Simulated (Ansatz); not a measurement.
# CH8AlN3: what the fields show

```xyz
13

N    -2.1280   -0.1807    0.2590
C    -0.9396    0.2667    1.0824
Al    0.6394    0.2305    0.1310
N     0.2678   -0.3770   -1.5785
N     2.3115    0.6655    0.5819
H    -2.8384    0.5282    0.1379
H    -1.7580   -0.4056   -0.6635
H    -2.5889   -1.0082    0.6123
H    -1.2713    0.5240    2.0816
H     0.3967    0.2401   -2.3624
H     0.6079   -1.2781   -1.8687
H     2.5998    1.0161    1.4746
H     3.1065    0.5891   -0.0221
```

Theory: Ansatz 0.2.0, RHF/def2-SVP.

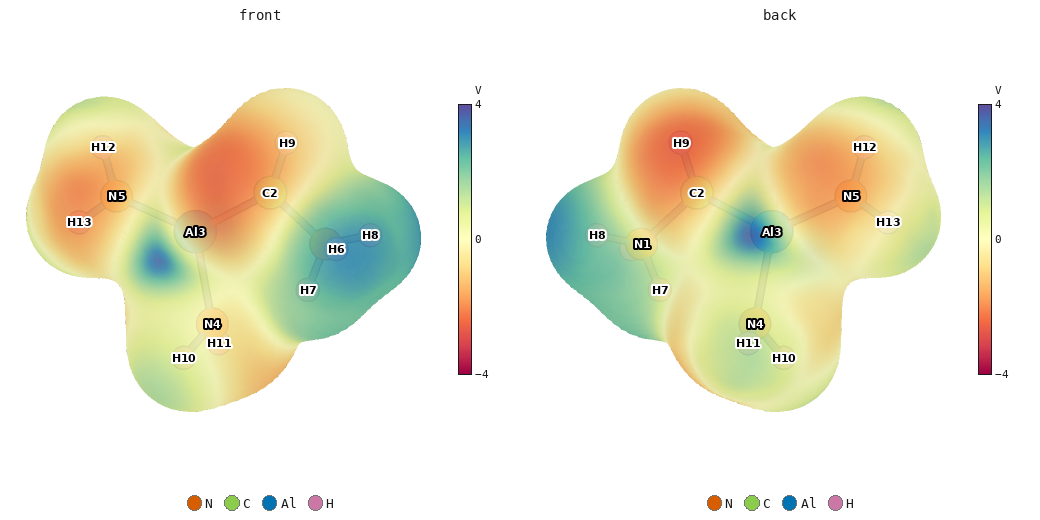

Figure 1. The molecular electrostatic potential painted on the density surface at 0.004 e/bohr³, seen from the front and from behind; red is negative and blue positive.

Describe the electrostatic potential map.

Answer. The most negative region (about −2.5 V, or −58 kcal/mol for a unit charge) lies over the π face of C2, the most positive (about +3.1 V, or +71 kcal/mol for a unit charge) over Al3, H6 and H8.

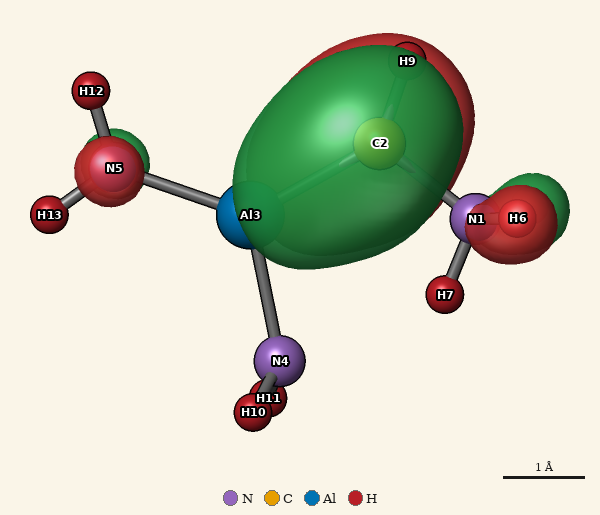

Figure 2. The HOMO at ±0.1 Å⁻³ᐟ² (green and red are the two phases), seen across its widest extent.

Describe this orbital and give its energy.

Answer. By Hirshfeld shares it lies mainly on C2 (about 60 %), Al3 (about 20 %) and N1 (about 5 %). Its energy is −6.37 eV.

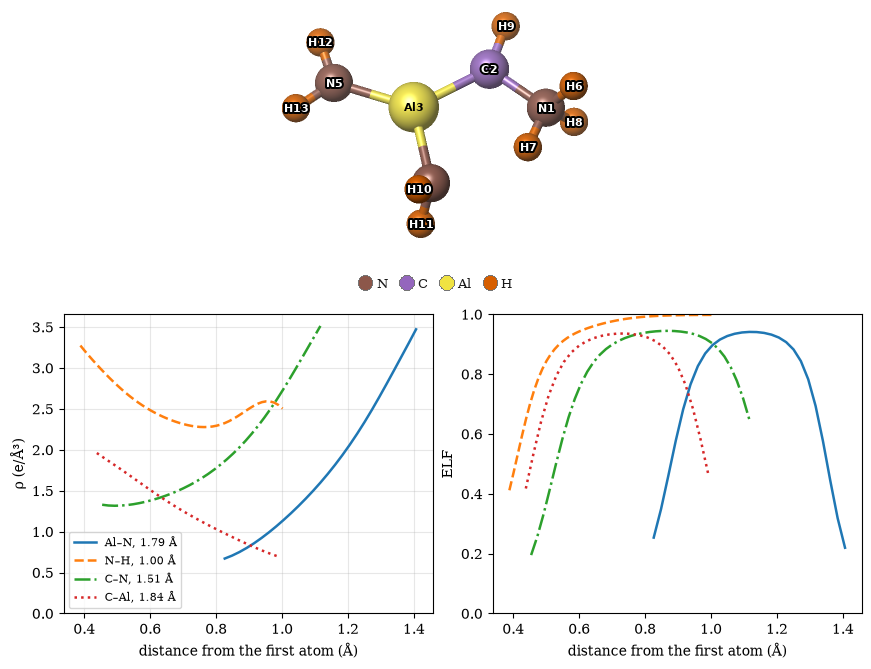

Figure 3. Total electron density and electron localisation function along straight lines between neighbouring atoms. The curves leave out the atomic cores. The structure is drawn too.

Compare the contacts.

Answer. Al–N (1.79 Å): ρ is about 0.8 e/Å³ halfway; the ELF peaks at about 0.95 in the valence shell of N, 0.7 Å from its nucleus, and is about 0.60 at the midpoint.
N–H (1.00 Å): ρ is about 2.8 e/Å³ halfway; the ELF climbs to about 1 towards the hydrogen, as it does in any bond to H; a covalent bond by its length.
C–N (1.51 Å): ρ is about 1.7 e/Å³ halfway, with its minimum of 1.3 e/Å³ about 0.5 Å from C; the ELF peaks at about 0.95 between the atoms; a covalent bond.
C–Al (1.84 Å): the density is about 0.8 e/Å³ at the midpoint; the ELF peaks at about 0.95 between the atoms, as expected for a polar covalent bond.
